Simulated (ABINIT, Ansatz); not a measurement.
# KTaO3 (Pm-3m): third-order response, part 2 of 3

Aim: Raman and infrared lines of KTaO3 (Pm-3m).

ABINIT 10.8.3; DFT LDA, scalar-relativistic, plane waves, PseudoDojo norm-conserving pseudopotentials.

So far. Step 3 (Relaxation): The volume changes by -3.7 % in this run and stands -3.7 % from the first cell. Step 4 (Ground state): The cell stands at -0.95 GPa: the relaxation ran with a smoothed and higher cutoff and on another k mesh. The relaxed cell has a = 3.939 Å (conventional setting).

**6. Linear response at Γ**

The derivative of the wavefunctions by k comes first, since the response to a field is built on it; then the field and the displacements that symmetry doesn't supply are solved at q = 0. By the 2n+1 theorem the first-order wavefunctions also give third derivatives: Raman tensors and the non-linear susceptibility.

It reads the wavefunctions written in step 4.

Input file dfpt_gamma.abi:

```
ndtset 3

# common to the responses
getwfk_filepath "gso_WFK"
kptopt 2
nqpt 1
qpt 0.0 0.0 0.0
asr 0
chneut 0

# d/dk
rfelfd1 2
rfdir1 1 1 1
iscf1 -3
tolwfr1 1.0d-20

# displacements, field
rfphon2 1
rfatpol2 1 5
rfdir2 1 1 1
rfelfd2 3
getddk2 1
tolvrs2 1.0d-10
prepanl2 1
prtden2 1

# third order
optdriver3 5
getden_filepath3 "gso_DEN"
get1den3 2
get1wf3 2
getddk3 1
d3e_pert1_elfd3 1
d3e_pert1_phon3 1
d3e_pert1_atpol3 1 5
d3e_pert1_dir3 1 1 1
d3e_pert2_elfd3 1
d3e_pert2_dir3 1 1 1
d3e_pert3_elfd3 1
d3e_pert3_dir3 1 1 1
usepead3 1
tolvrs3 1.0d-10

# basis, mesh and filling
ecut 36.0
ngkpt 6 6 6
nshiftk 1
shiftk 0.5 0.5 0.5
istwfk *1
occopt 1
nband 20
nstep 100
diemac 9.0
prtebands 0
prtgsr 0

# cell and atoms
acell 3*1.0 Angstrom
rprim 
    3.938751397 0.0 0.0
    0.0 3.938751397 0.0
    0.0 0.0 3.938751397
ntypat 3
znucl 19 73 8
natom 5
typat 1 2 3 3 3
xred 
    0.5 0.5 0.5
    0.0 0.0 0.0
    0.5 0.0 0.0
    0.0 0.5 0.0
    0.0 0.0 0.5
pp_dirpath "./pseudo"
pseudos "K.upf, Ta.upf, O.upf"
```

Run with:

```console
> OMP_NUM_THREADS=1 mpirun -n 16 abinit dfpt_gamma.abi > dfpt_gamma.log
```

Numbers of over 12 decimals in the logs are rounded to 6 here.

dfpt_gamma.abo, the main output file:

```text
[banners, grids, parts of the stress and lines that vanish by symmetry left out]
- input  file    -> dfpt_gamma.abi
- output file    -> dfpt_gamma.abo
- root for input  files -> dfpt_gammai
[...]
DATASET    1 : space group Pm -3 m (#221); Bravais cP (primitive cubic)
[...]
nfft =       91125          nkpt =         108
[...]
DATASET    2 : space group Pm -3 m (#221); Bravais cP (primitive cubic)
[...]
nfft =       91125          nkpt =         108
[...]
DATASET    3 : space group Pm -3 m (#221); Bravais cP (primitive cubic)
[...]
mpw =        4266          nfft =       91125          nkpt =         108
[...]
== DATASET  1 ==================================================================
[...]
cutoff_energies: {ecut:  36.0, pawecutdg:  -1.0, }
[...]
-  8.00000   6.00000  201201                  znucl, zion, pspdat
[...]
Perturbation : derivative vs k along direction   1
[...]
-ETOT  1  -28.657878896093     -2.866E+01 3.459E-01 0.000E+00
 ETOT  2  -28.922109956240     -2.642E-01 2.704E-02 0.000E+00
 ETOT  3  -28.933933676790     -1.182E-02 1.211E-03 0.000E+00
 ETOT  4  -28.934715652554     -7.820E-04 1.484E-04 0.000E+00
 ETOT  5  -28.934779026123     -6.337E-05 9.250E-06 0.000E+00
[...]
At SCF step   22   max residual=  9.98E-21 < tolwfr=  1.00E-20 =>converged.
[...]
Perturbation : derivative vs k along direction   2
[...]
-ETOT  1  -28.655647973249     -2.866E+01 3.134E-01 0.000E+00
[...]
At SCF step   21   max residual=  9.98E-21 < tolwfr=  1.00E-20 =>converged.
[...]
Perturbation : derivative vs k along direction   3
[...]
-ETOT  1  -28.657879035476     -2.866E+01 3.459E-01 0.000E+00
[...]
At SCF step   22   max residual=  9.98E-21 < tolwfr=  1.00E-20 =>converged.
[...]
1        1       0.6952355015   -0.0000000000
     1        2       0.0000000000    0.0000000000
     1        3       0.0000000000    0.0000000000
     2        1       0.0000000000    0.0000000000
     2        2       0.6952355015    0.0000000000
     2        3       0.0000000000    0.0000000000
     3        1       0.0000000000    0.0000000000
     3        2       0.0000000000    0.0000000000
     3        3       0.6952355015   -0.0000000000
[...]
== DATASET  2 ==================================================================
[...]
cutoff_energies: {ecut:  36.0, pawecutdg:  -1.0, }
[...]
Perturbation : displacement of atom   1   along direction   1
[...]
-ETOT  1   4.475975     -1.813E+03 4.889E+00 3.231E+02
[...]
At SCF step   12       vres2   =  1.86E-11 < tolvrs=  1.00E-10 =>converged.
[...]
Perturbation : displacement of atom   2   along direction   1
[...]
-ETOT  1   5.406684     -2.536E+03 1.165E+01 7.685E+02
[...]
At SCF step   13       vres2   =  1.79E-11 < tolvrs=  1.00E-10 =>converged.
[...]
Perturbation : displacement of atom   3   along direction   1
[...]
-ETOT  1   19.816165440474     -3.367E+03 4.884E+00 1.640E+04
[...]
At SCF step   13       vres2   =  4.85E-11 < tolvrs=  1.00E-10 =>converged.
[...]
Perturbation : displacement of atom   3   along direction   2
[...]
-ETOT  1   7.960437     -3.357E+03 1.525E+00 5.864E+03
[...]
At SCF step   12       vres2   =  3.56E-11 < tolvrs=  1.00E-10 =>converged.
[...]
Perturbation : homogeneous electric field along direction   1
[...]
-ETOT  1  -97.378219784484     -9.738E+01 3.955E+00 4.084E+03
[...]
At SCF step   13       vres2   =  4.95E-12 < tolvrs=  1.00E-10 =>converged.
[...]
Perturbation : homogeneous electric field along direction   2
[...]
-ETOT  1  -97.349483652228     -9.735E+01 3.955E+00 4.073E+03
[...]
At SCF step   13       vres2   =  1.01E-11 < tolvrs=  1.00E-10 =>converged.
[...]
Perturbation : homogeneous electric field along direction   3
[...]
-ETOT  1  -97.378220153534     -9.738E+01 3.955E+00 4.084E+03
[...]
ETOT 13  -101.40279068598     -1.084E-11 1.444E-11 1.022E-10
 ETOT 14  -101.40279068598     -9.095E-13 1.100E-12 4.617E-12
 At SCF step   14       vres2   =  4.62E-12 < tolvrs=  1.00E-10 =>converged.
[...]
Dielectric tensor, in cartesian coordinates,
[...]
1    7   1    7         5.3365323362        -0.0000000000
   1    7   2    7        -0.0000000000        -0.0000000000
   1    7   3    7        -0.0000000000        -0.0000000000
   2    7   1    7        -0.0000000000        -0.0000000000
   2    7   2    7         5.3365323362        -0.0000000000
   2    7   3    7        -0.0000000000        -0.0000000000
   3    7   1    7        -0.0000000000        -0.0000000000
   3    7   2    7        -0.0000000000        -0.0000000000
   3    7   3    7         5.3365323362        -0.0000000000
  Effective charges, in cartesian coordinates,
[...]
1    1   1    7         1.1537884055         0.0000000000
   2    1   1    7         0.0000000000         0.0000000000
   3    1   1    7         0.0000000000         0.0000000000
   1    2   1    7         8.6296017252         0.0000000000
   2    2   1    7         0.0000000000         0.0000000000
[...]
Effective charges, in cartesian coordinates,
[...]
2    7   1    5         0.0000000000         0.0000000000
   3    7   1    5         0.0000000000         0.0000000000
   1    7   2    5         0.0000000000         0.0000000000
   2    7   2    5        -1.6788235765         0.0000000000
   3    7   2    5         0.0000000000         0.0000000000
   1    7   3    5         0.0000000000         0.0000000000
   2    7   3    5         0.0000000000         0.0000000000
   3    7   3    5        -6.4037235486         0.0000000000
  Phonon wavevector (reduced coordinates) :  0.00000  0.00000  0.00000
 Phonon energies in Hartree :
[...]
Phonon frequencies in cm-1    :
- -1.361380E+00 -1.361379E+00 -1.361379E+00  1.064543E+02  1.064543E+02
-  1.064543E+02  1.848644E+02  1.848644E+02  1.848644E+02  2.530850E+02
-  2.530850E+02  2.530850E+02  5.546946E+02  5.546946E+02  5.546946E+02
  Phonon at Gamma, with non-analyticity in the
[...]
Phonon energies in Hartree :
[...]
Phonon frequencies in cm-1    :
- -1.361380E+00 -1.361379E+00 -1.360133E+00  1.064543E+02  1.064543E+02
-  1.759528E+02  1.848644E+02  1.848644E+02  2.530850E+02  2.530850E+02
-  2.530850E+02  4.018181E+02  5.546946E+02  5.546946E+02  8.172810E+02
  Phonon at Gamma, with non-analyticity in the
[...]
Phonon energies in Hartree :
[...]
Phonon frequencies in cm-1    :
- -1.361380E+00 -1.361379E+00 -1.360133E+00  1.064543E+02  1.064543E+02
-  1.759528E+02  1.848644E+02  1.848644E+02  2.530850E+02  2.530850E+02
-  2.530850E+02  4.018181E+02  5.546946E+02  5.546946E+02  8.172810E+02
  Phonon at Gamma, with non-analyticity in the
[...]
Phonon energies in Hartree :
[...]
Phonon frequencies in cm-1    :
- -1.361379E+00 -1.361379E+00 -1.360133E+00  1.064543E+02  1.064543E+02
-  1.759528E+02  1.848644E+02  1.848644E+02  2.530850E+02  2.530850E+02
-  2.530850E+02  4.018181E+02  5.546946E+02  5.546946E+02  8.172810E+02
[...]
== DATASET  3 ==================================================================
[...]
cutoff_energies: {ecut:  36.0, pawecutdg:  -1.0, }
[...]
1          1       -0.000000000       -0.000000000       -0.000000000
[...]
1          2       -0.000000000       -0.000000000       -0.000000000
[...]
1          3       -0.000000000       -0.000000000       -0.000000000
[...]
2          1       -0.000000000       -0.000000000       -0.000000000
[...]
2          2       -0.000000000       -0.000000000       -0.000000000
[...]
2          3       -0.000000000       -0.000000000       -0.000000000
[...]
3          1       -0.000000000       -0.000000000       -0.000000000
[...]
3          2       -0.000000000       -0.000000000       -0.000000000
[...]
3          3       -0.000000000       -0.000000000       -0.000000000
[...]
4          1       -0.000000000       -0.000000000       -0.000000000
[...]
4          2       -0.000000000       -0.000000000       -0.000000000
[...]
4          3       -0.000000000       -0.000000000       -0.000000000
[...]
5          1       -0.000000000       -0.000000000       -0.000000000
[...]
5          2       -0.000000000       -0.000000000       -0.000000000
[...]
5          3       -0.000000000       -0.000000000       -0.000000000
[...]
strten2     0.0000000000E+00  0.0000000000E+00  0.0000000000E+00
           strten3     0.0000000000E+00  0.0000000000E+00  0.0000000000E+00
================================================================================
```

It took 7.1 min on 16 MPI ranks of Arm Neoverse V1, shared host; 1.9 h of CPU time.

Read from the output:

* miss of the charge sum rule: 0.02202 e
* largest acoustic frequency at the zone centre before the sum rule: -1.36 cm⁻¹
* highest optical zone-centre mode (no LO-TO term): 554.7 cm⁻¹
* lowest optical zone-centre mode: 106.5 cm⁻¹
* mean high-frequency dielectric constant: 5.337
* largest Born charge in size (third of the trace): 8.630 e

Born charge (rows field, columns displacement), before the sum rule (e), principal values of the symmetric part by kind of site:

```csv
atom,atoms with these values,low,middle,high,mean
K1,1,1.15,1.15,1.15,1.15
Ta2,1,8.63,8.63,8.63,8.63
O3,3,-6.40,-1.68,-1.68,-3.25
```

In full for K1:

```
1.15 0.00 0.00
0.00 1.15 0.00
0.00 0.00 1.15
```

High-frequency dielectric tensor:

```
5.34 0.00 0.00
0.00 5.34 0.00
0.00 0.00 5.34
```

The acoustic modes at Γ come out as far as 1.4 cm⁻¹ from zero, where they should vanish, a small numerical error; the Born charges miss their sum rule by 0.022 e, which is fair.

**7. Zone-centre analysis**

anaddb reads the merged derivatives, imposes the acoustic sum rule and charge neutrality, and adds the LO-TO term along chosen directions.

Input file anaddb.abi:

```
ddb_filepath "gamma_DDB"
output_file "anaddb.abo"
outdata_prefix "anaddb"
asr 1
chneut 1
enunit 2
eivec 1
nph1l 1
qph1l 0.0 0.0 0.0 1.0
dieflag 1
nph2l 3
qph2l 
    1.0 0.0 0.0 0.0
    0.0 0.0 1.0 0.0
    1.0 1.0 1.0 0.0
nlflag 1
ramansr 1
alphon 1
prtmbm 1
```

Input file mrgddb.in:

```
gamma_DDB
merged
3
dfpt_gammao_DS2_DDB
dfpt_gammao_DS3_DDB
gso_DDB
```

Run with:

```console
> mrgddb < mrgddb.in > mrgddb.log
> OMP_NUM_THREADS=1 anaddb anaddb.abi > anaddb.log
```

anaddb.abo, the main output file:

```text
[banners, grids, parts of the stress and lines that vanish by symmetry left out]
-outvars_anaddb: echo values of input variables ----------------------

 Flags :
[...]
Dielectric Tensor and Effective Charges
[...]
Effective charge tensors after
[...]
1          1       -0.000000000       -0.000000000       -0.000000000
[...]
1          2       -0.000000000       -0.000000000       -0.000000000
[...]
1          3       -0.000000000       -0.000000000       -0.000000000
[...]
2          1       -0.000000000       -0.000000000       -0.000000000
[...]
2          2       -0.000000000       -0.000000000       -0.000000000
[...]
2          3       -0.000000000       -0.000000000       -0.000000000
[...]
3          1       -0.000000000       -0.000000000       -0.000000000
[...]
3          2       -0.000000000       -0.000000000       -0.000000000
[...]
3          3       -0.000000000       -0.000000000       -0.000000000
[...]
4          1       -0.000000000       -0.000000000       -0.000000000
[...]
4          2       -0.000000000       -0.000000000       -0.000000000
[...]
4          3       -0.000000000       -0.000000000       -0.000000000
[...]
5          1       -0.000000000       -0.000000000       -0.000000000
[...]
5          2       -0.000000000       -0.000000000       -0.000000000
[...]
5          3       -0.000000000       -0.000000000       -0.000000000
[...]
Phonon wavevector (reduced coordinates) :  0.00000  0.00000  0.00000
 Phonon energies in Hartree :
[...]
Phonon energies in meV     :
-  0.000000E+00  0.000000E+00  0.000000E+00  1.320529E+01  1.320529E+01
-  1.320529E+01  2.292109E+01  2.292109E+01  2.292109E+01  3.138749E+01
-  3.138749E+01  3.138749E+01  6.877094E+01  6.877094E+01  6.877094E+01
 Phonon frequencies in cm-1    :
-  0.000000E+00  0.000000E+00  0.000000E+00  1.065078E+02  1.065078E+02
-  1.065078E+02  1.848710E+02  1.848710E+02  1.848710E+02  2.531572E+02
-  2.531572E+02  2.531572E+02  5.546750E+02  5.546750E+02  5.546750E+02
 Phonon frequencies in Thz     :
-  0.000000E+00  0.000000E+00  0.000000E+00  3.193024E+00  3.193024E+00
-  3.193024E+00  5.542295E+00  5.542295E+00  5.542295E+00  7.589461E+00
-  7.589461E+00  7.589461E+00  1.662874E+01  1.662874E+01  1.662874E+01
 Phonon energies in Kelvin  :
-  0.000000E+00  0.000000E+00  0.000000E+00  1.532410E+02  1.532410E+02
-  1.532410E+02  2.659882E+02  2.659882E+02  2.659882E+02  3.642367E+02
-  3.642367E+02  3.642367E+02  7.980536E+02  7.980536E+02  7.980536E+02
[...]
-  1  0.00000000E+00  0.00000000E+00 -1.43059558E-03
-     0.00000000E+00  0.00000000E+00  0.00000000E+00
-  2  0.00000000E+00  0.00000000E+00 -1.43059351E-03
-     0.00000000E+00  0.00000000E+00  0.00000000E+00
-  3  0.00000000E+00  0.00000000E+00 -1.43059796E-03
-     0.00000000E+00  0.00000000E+00  0.00000000E+00
-  4  0.00000000E+00  0.00000000E+00 -1.43059796E-03
-     0.00000000E+00  0.00000000E+00  0.00000000E+00
-  5  0.00000000E+00  0.00000000E+00 -1.43059774E-03
-     0.00000000E+00  0.00000000E+00  0.00000000E+00
[...]
-  1  0.00000000E+00  1.43059558E-03  0.00000000E+00
-     0.00000000E+00  0.00000000E+00  0.00000000E+00
-  2  0.00000000E+00  1.43059351E-03  0.00000000E+00
-     0.00000000E+00  0.00000000E+00  0.00000000E+00
-  3  0.00000000E+00  1.43059796E-03  0.00000000E+00
-     0.00000000E+00  0.00000000E+00  0.00000000E+00
-  4  0.00000000E+00  1.43059774E-03  0.00000000E+00
-     0.00000000E+00  0.00000000E+00  0.00000000E+00
-  5  0.00000000E+00  1.43059796E-03  0.00000000E+00
-     0.00000000E+00  0.00000000E+00  0.00000000E+00
[...]
-  1  1.43059558E-03  0.00000000E+00  0.00000000E+00
-     0.00000000E+00  0.00000000E+00  0.00000000E+00
-  2  1.43059351E-03  0.00000000E+00  0.00000000E+00
-     0.00000000E+00  0.00000000E+00  0.00000000E+00
-  3  1.43059774E-03  0.00000000E+00  0.00000000E+00
-     0.00000000E+00  0.00000000E+00  0.00000000E+00
-  4  1.43059796E-03  0.00000000E+00  0.00000000E+00
-     0.00000000E+00  0.00000000E+00  0.00000000E+00
[...]
-  4  2.12552077E-03  0.00000000E+00  0.00000000E+00
[...]
-  5  2.12552077E-03  0.00000000E+00  0.00000000E+00
[...]
-     1         -0.000000     0.000000     0.000012     0.000012
-     2          0.000000    -0.000012    -0.000000     0.000012
[...]
-    14          0.000000    -4.369078    -0.000000     4.369078
-    15          4.369078     0.000000     0.000000     4.369078
[...]
-   1     Real    0.0000E+00  0.0000E+00  0.0000E+00  0.0000E+00  0.0000E+00  0.0000E+00  0.0000E+00
[...]
-   2     Real    0.0000E+00  0.0000E+00  0.0000E+00  0.0000E+00  0.0000E+00  0.0000E+00  0.0000E+00
[...]
-   3     Real    0.0000E+00  0.0000E+00  0.0000E+00  0.0000E+00  0.0000E+00  0.0000E+00  0.0000E+00
[...]
-   4     Real    0.0000E+00  0.0000E+00  1.0413E-03  0.0000E+00  0.0000E+00  0.0000E+00  1.0413E-03
[...]
-   5     Real    0.0000E+00  1.0413E-03  0.0000E+00  0.0000E+00  0.0000E+00  0.0000E+00  1.0413E-03
[...]
-   6     Real    1.0413E-03  0.0000E+00  0.0000E+00  0.0000E+00  0.0000E+00  0.0000E+00  1.0413E-03
[...]
-   7     Real    0.0000E+00  0.0000E+00  1.5124E-04  0.0000E+00  0.0000E+00  0.0000E+00  1.5124E-04
[...]
-   8     Real    0.0000E+00  1.5124E-04  0.0000E+00  0.0000E+00  0.0000E+00  0.0000E+00  1.5124E-04
[...]
-   9     Real    1.5124E-04  0.0000E+00  0.0000E+00  0.0000E+00  0.0000E+00  0.0000E+00  1.5124E-04
[...]
-  10     Real    0.0000E+00  0.0000E+00  0.0000E+00  0.0000E+00  0.0000E+00  0.0000E+00  0.0000E+00
[...]
-  11     Real    0.0000E+00  0.0000E+00  0.0000E+00  0.0000E+00  0.0000E+00  0.0000E+00  0.0000E+00
[...]
-  12     Real    0.0000E+00  0.0000E+00  0.0000E+00  0.0000E+00  0.0000E+00  0.0000E+00  0.0000E+00
[...]
-  13     Real    0.0000E+00  0.0000E+00  6.5380E-04  0.0000E+00  0.0000E+00  0.0000E+00  6.5380E-04
[...]
-  14     Real    0.0000E+00  6.5380E-04  0.0000E+00  0.0000E+00  0.0000E+00  0.0000E+00  6.5380E-04
[...]
-  15     Real    6.5380E-04  0.0000E+00  0.0000E+00  0.0000E+00  0.0000E+00  0.0000E+00  6.5380E-04
[...]
-         0.000000000       0.000000000       0.000000000
-         0.000000000       0.000000000       0.000000000
-         0.000000000       0.000000000       0.000000000
[...]
-         0.000000000       0.000000000       0.000000000
-         0.000000000       0.000000000       0.000000000
-         0.000000000       0.000000000       0.000000000
[...]
Phonon at Gamma, with non-analyticity in the
[...]
Phonon energies in Hartree :
[...]
Phonon energies in meV     :
-  0.000000E+00  0.000000E+00  0.000000E+00  1.320529E+01  1.320529E+01
-  2.181720E+01  2.292109E+01  2.292109E+01  3.138749E+01  3.138749E+01
-  3.138749E+01  4.985124E+01  6.877094E+01  6.877094E+01  1.013669E+02
 Phonon frequencies in cm-1    :
-  0.000000E+00  0.000000E+00  0.000000E+00  1.065078E+02  1.065078E+02
[...]
Phonon frequencies in Thz     :
[...]
Phonon energies in Kelvin  :
[...]
-  1  0.00000000E+00  0.00000000E+00  1.43059558E-03
[...]
-  2  0.00000000E+00  0.00000000E+00  1.43059351E-03
[...]
-  3  0.00000000E+00  0.00000000E+00  1.43059796E-03
[...]
-  4  0.00000000E+00  0.00000000E+00  1.43059796E-03
[...]
Phonon at Gamma, with non-analyticity in the
[...]
Phonon energies in Hartree :
[...]
Phonon energies in meV     :
[...]
Phonon frequencies in cm-1    :
[...]
Phonon frequencies in Thz     :
[...]
Phonon energies in Kelvin  :
[...]
Phonon at Gamma, with non-analyticity in the
[...]
Phonon energies in Hartree :
[...]
Phonon energies in meV     :
[...]
Phonon frequencies in cm-1    :
[...]
Phonon frequencies in Thz     :
[...]
Phonon energies in Kelvin  :
[...]
-  2.531780E+02  2.659882E+02  2.659882E+02  3.642367E+02  3.642367E+02
-  3.642367E+02  5.784996E+02  7.980536E+02  7.980536E+02  1.176314E+03
[...]
-  4  1.70625241E-03  2.66404944E-03 -5.78451267E-04
[...]
-  5  1.70625241E-03 -1.12780114E-03  1.36639583E-03
[...]
-         0.000000000       0.000000000       0.000000000
-         0.000000000       0.000000000       0.000000000
[...]
Direction                     Dielectric constant
[...]
0.00000   0.00000   1.00000    149.70120653
   1.00000   1.00000   1.00000    149.70120653
-
```

Elapsed: 1.5 s, on 1 thread.

This step gave:

| Quantity | Value |
| --- | --- |
| mean static dielectric constant | 149.7 |
| highest mode moved by the LO-TO term | 817.6 cm⁻¹ |

No LO-TO term; unit eigenvectors of the mass-weighted matrix, from anaddb's displacements. The modes at Γ (shares of kinetic energy by element, %):

```csv
mode,frequency (cm⁻¹),symmetry,K %,Ta %,O %
1,0.0,acoustic,15,68,18
2,0.0,acoustic,15,68,18
3,0.0,acoustic,15,68,18
4,106.5,T1u,5,27,68
5,106.5,T1u,5,27,68
6,106.5,T1u,5,27,68
7,184.9,T1u,81,5,14
8,184.9,T1u,81,5,14
9,184.9,T1u,81,5,14
10,253.2,T2u,0,0,100
11,253.2,T2u,0,0,100
12,253.2,T2u,0,0,100
13,554.7,T1u,0,0,100
14,554.7,T1u,0,0,100
15,554.7,T1u,0,0,100
```

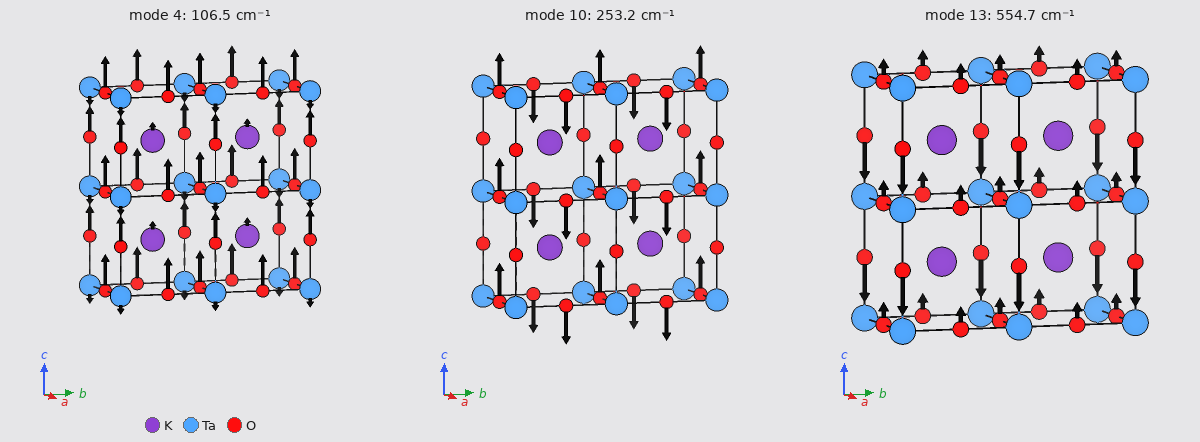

Displacement patterns of modes 4, 10 and 13 at Γ; arrows are exaggerated. 1×2×2 cells are drawn. Some periodic images of atoms are drawn too.

Trace of the oscillator strength, degenerate modes summed. Infrared lines, with heights relative to the strongest:

```csv
position (cm⁻¹),lines merged,"IR intensity, relative"
106,3,100
185,3,15
253,3,0.0
555,3,63
```

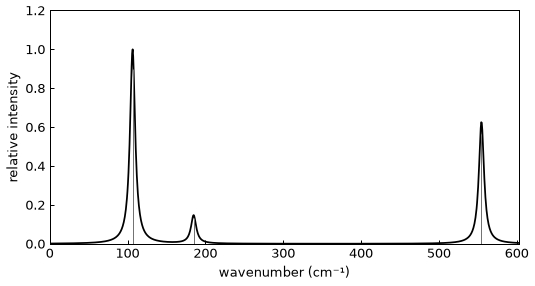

The infrared spectrum, broadened with Lorentzians of width 8 cm⁻¹; bars mark the lines.

Static dielectric tensor (ions relaxed, fixed cell):

```
149.7   0.0   0.0
  0.0 149.7   0.0
  0.0   0.0 149.7
```

The rule moves no optical mode by more than 0.1 cm⁻¹.

(Part 2 of 3 ends here.)

[Host names and launcher messages were left out of these logs when they were recorded.]

[Logs are printed without paths, hosts, clocks, repeated set-up lines and the standing remarks that a program may print on its own settings, such as how far it seeks lower states.]

[Hosts, paths, dates, database ids (printed as entryN), source tags and the programs' standing remarks are cut or masked in the printed files.]
